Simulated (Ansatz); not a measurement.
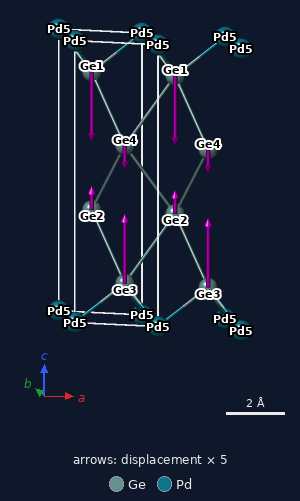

This is a relaxation of crystalline Ge$_{4}$Pd (a generated structure, set up in P-3m1) (coarse preliminary run). The starting structure is drawn; purple arrows show the displacements (the part carried along by the change of the cell is left out), magnified 5 times.

A ball-and-stick model of the cell of the calculation, repeated 2 × 1 × 1 with one cell outlined, seen slightly off an axis.

Theory: DFT PBE, scalar-relativistic, plane waves, PAW in Ansatz. Settings: plane-wave cutoff 420 eV; k-point mesh 6 × 6 × 2; occupations gaussian; smearing width 0.1 eV; no spin polarisation; cell and atoms relaxed; force threshold 0.04 eV/Å; at most 70 steps.

**Describe the change and its energy.**

The energy falls by 769 meV per atom in 7 accepted moves (8 points after the start). Largest force component: 7.8 eV/Å at the start, 0.034 eV/Å at the end. Pressure: 39.00 GPa at the start and 0.08 GPa at the end. The SCF was repeated once at an unchanged geometry on a basis and grid sized afresh for the cell, which shifted the energy by 0.8 meV per atom at most. The largest moves relative to the cell, 0.50 Å, are those of Ge1 and Ge3. Ge3 goes along +c. Pd stays in place. The volume changes by +11.0 %, with a = b 3.093 → 3.281 Å (+6.1 %), c 9.944 → 9.805 Å (−1.4 %). Among the contacts that change: Ge1–Pd5 2.229 → 2.620 Å, Ge2–Ge4 3.032 → 2.807 Å, Ge1–Ge4 3.002 → 2.796 Å. Bond angles that change, for instance: Ge1–Pd5–Ge1 87.9° → 77.5°, Pd5–Ge3–Pd5 87.9° → 77.5°, Ge1–Pd5–Ge3 92.1° → 102.5°. The space group stays P-3m1 (No. 164).
